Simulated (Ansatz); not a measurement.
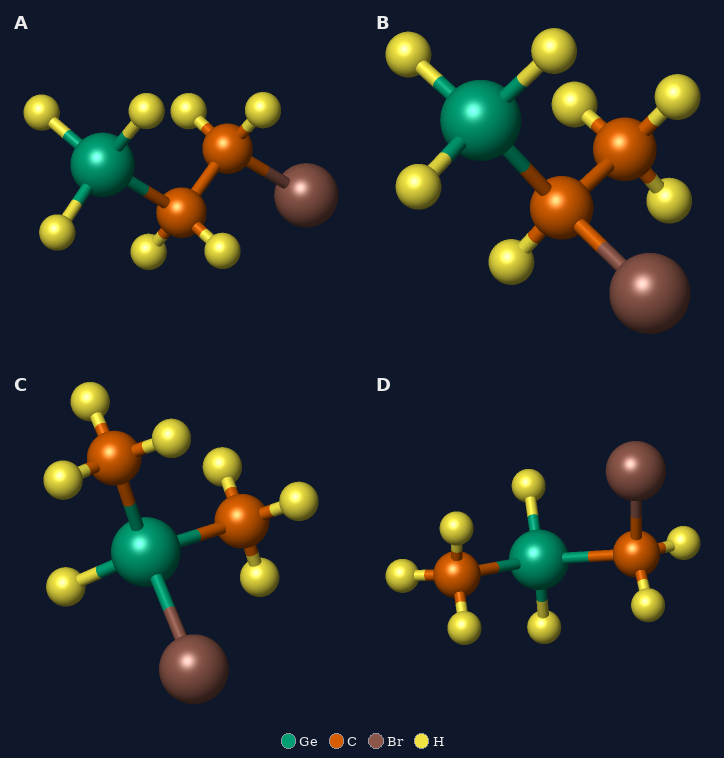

The picture comes from a calculation with Ansatz.

```xyz
11
charge 0, multiplicity 1
C    -0.0911    1.6329   -0.0523
Ge   -0.0879   -0.1078    0.8188
C     0.3354   -1.5117   -0.4927
Br   -0.9581   -1.5100   -1.9443
H    -0.3612    2.4131    0.6604
H    -0.8134    1.6355   -0.8692
H     0.8975    1.8563   -0.4560
H    -1.4604   -0.4311    1.4339
H     0.9910   -0.1716    1.9220
H     1.3113   -1.3575   -0.9497
H     0.3022   -2.5052   -0.0505
```

**Which picture belongs to the input above?**

D. The file holds C2H7BrGe, `[CH3][GeH2][CH2]Br`.
